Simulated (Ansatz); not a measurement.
**The cluster AlSi2+: inputs that go wrong**

Aim: try 2 inputs for the cluster AlSi2+ as typed, read how each ends, and find what has to change.

Program: Ansatz 0.2.0, Gaussian basis. Level of theory: the settings change from run to run. These are calculated values, not measurements.

### 1 The geometry

An earlier PBE0-D4 in a triple-zeta def2 set relaxation fixed the geometry.

3 atoms, charge 1, spin multiplicity 1.

Atoms are counted from 1 here; the program's logs count them from 0.

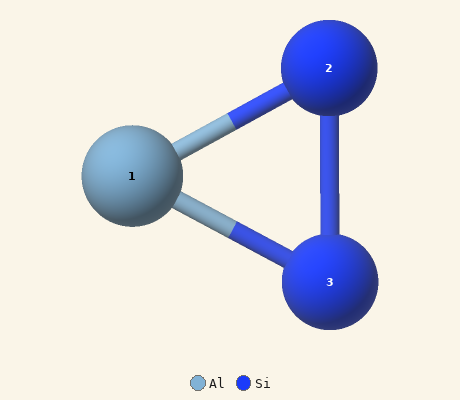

The structure; aluminium light blue, silicon blue; atoms are numbered from 1 in the order of the file.

### 2 Try 1

File in.yaml:

```yaml
crystal:
  periodic: [false, false, false]
  atoms:
    - {symbol: Al, position_ang: [-0.909536, 2.892614, -0.454483]}
    - {symbol: Si, position_ang: [1.196238, -1.320622, -2.312450]}
    - {symbol: Si, position_ang: [0.154480, -1.271934, 2.496379]}
basis:
  gaussian: {orbitals: def2-mTZVPP}
total_charge: 1
hamiltonian: {xc: {name: r2SCAN0}}
output: {forces: true}
```

On the command line:

```
> ansatz run in.yaml --threads 4 --pin off --events-out ev --progress --plain --max-ram 3916MiB
```

What it wrote:

```text
Functional definition: r2SCAN0
  name "r2SCAN0"
  cite "Bursch, Neugebauer, Ehlert & Grimme, J. Chem. Phys. 156, 134105 (2022) doi:10.1063/5.0086040"
  cite "Furness, Kaplan, Ning, Perdew & Sun, J. Phys. Chem. Lett. 11, 8208 (2020) doi:10.1021/acs.jpclett.0c02405"
  cite "Furness, Kaplan, Ning, Perdew & Sun, J. Phys. Chem. Lett. 11, 9248 (2020) doi:10.1021/acs.jpclett.0c03077"
  parent r2scan
  parameter a = 0.25
  parameter k0 = 0.174
  parameter k1 = 0.065
  parameter a1 = 4.9479
  exchange = (1 - a)*r2scan_x(k0 = k0, k1 = k1, a1 = a1) + a*exact_x
  correlation = r2scan_c
688 factors; integrals over basis functions are off by at most 2.4e-4 eV
mean field evaluation 1: about -22330.8176 eV, gradient 1.5e1 eV
mean field evaluation 2: about -22318.2912 eV, gradient 2.9e1 eV
mean field evaluation 4: about -22316.8524 eV, gradient 3.9e1 eV
mean field evaluation 8: about -22332.5842 eV, gradient 1.4e-1 eV
mean field evaluation 16: about -22332.5888 eV, gradient 3.6e-5 eV
mean field evaluation 32: about -22332.2368 eV, gradient 2.5e-2 eV
mean field evaluation 64: about -22332.4832 eV, gradient 1.8e0 eV
mean field -22332.58882021 eV, -820.7075015705 hartree, gradient 7.3e-6 eV, S^2 0.000000; 9 other end points of the search recorded, 0 dependent functions left out
the calculation of the forces begins
reference -22332.58883017 eV, -820.7075019363 hartree; 20, 20 occupied and 56, 56 virtual orbitals, 688 factors
Total energy: -22332.58883017 eV, -820.7075019363 hartree
Atom 0 at    -0.909536     2.892614    -0.454483 Å, force     0.194458    -0.398855    -0.152882 eV/Å
Atom 1 at     1.196238    -1.320622    -2.312450 Å, force    -0.250963     0.381721     0.451497 eV/Å
Atom 2 at     0.154480    -1.271934     2.496379 Å, force     0.056505     0.017134    -0.298615 eV/Å
Dipole moment:    -0.488777     1.223426    -0.037796 e Å
```

Wall time 4.8 s (4 threads of Arm Neoverse V1, shared host).

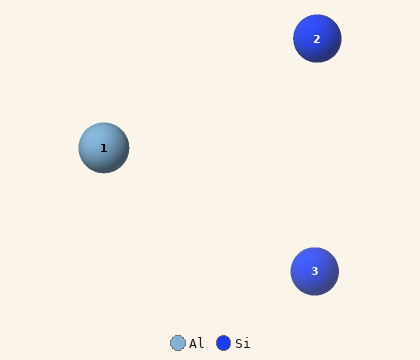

The geometry of this input.

What is wrong: The run converged, but a converged run isn't a right one. The geometry is stretched to more than twice its size. The shortest distance is 4.92 Å (Si2–Si3), against 2.25 Å in the relaxed molecule. Its coordinates are also moved off the relaxed structure. Its energy is no property of the relaxed molecule. To mend it, use the relaxed coordinates.

### 3 Try 2

File in.yaml:

```yaml
crystal:
  periodic: [false, false, false]
  atoms:
    - {symbol: Al, position_ang: [-0.635580, 1.223837, -0.130395]}
    - {symbol: Si, position_ang: [0.497862, -0.636920, -1.045769]}
    - {symbol: Si, position_ang: [0.137718, -0.586917, 1.176164]}
basis:
  gaussian: {orbitals: cc-pVDZ, fitting: {mean_field: cc-pVTZ-jkfit}}
total_charge: 1
hamiltonian: {xc: {name: HF}, dispersion: d2}
scf: {omitted_lower_state_checks: [starts]}
```

Launched as before.

What it wrote:

```text
Error: YAML parse error: error: line 10 column 43: hamiltonian.dispersion: `d2` is not `none`, `rvv10`, `d3bj`, `d3bjatm`, `d4` or a map `{method: …, s8: …, a1: …, a2_bohr: …}` (numbers without units, a2 in bohr) or `{method: …, functional: …}`
  --> <input>:10:43
   |
 8 |   gaussian: {orbitals: cc-pVDZ, fitting: {mean_field: cc-pVTZ-jkfit}}
 9 | total_charge: 1
10 | hamiltonian: {xc: {name: HF}, dispersion: d2}
   |                                           ^ hamiltonian.dispersion: `d2` is not `none`, `rvv10`, `d3bj`, `d3bjatm`, `d4` or a map `{method: …, s8: …, a1: …, a2_bohr: …}` (numbers without units, a2 in bohr) or `{method: …, functional: …}`
11 | scf: {omitted_lower_state_checks: [starts]}
   |
```

It took 0.05 s on 4 threads of Arm Neoverse V1, shared host.

What is wrong: The program refused the input. d2 isn't among the dispersion terms that the program offers. Cure: name d3bj, d3bjatm, d4 or rvv10, or leave the key out.

### 4 Summary

```
try                level      ended                                                        cause    time
  1  r2SCAN0/def2-mTZVPP  converged        the geometry is stretched to more than twice its size   4.8 s
  2           HF/cc-pVDZ    refused  d2 isn't among the dispersion terms that the program offers  0.05 s
```

1 converged, 1 refused. A refusal costs next to no computing time. The dangerous case is the input that converges on a wrong geometry, charge, spin, basis or grid: often only a look at the input shows it.
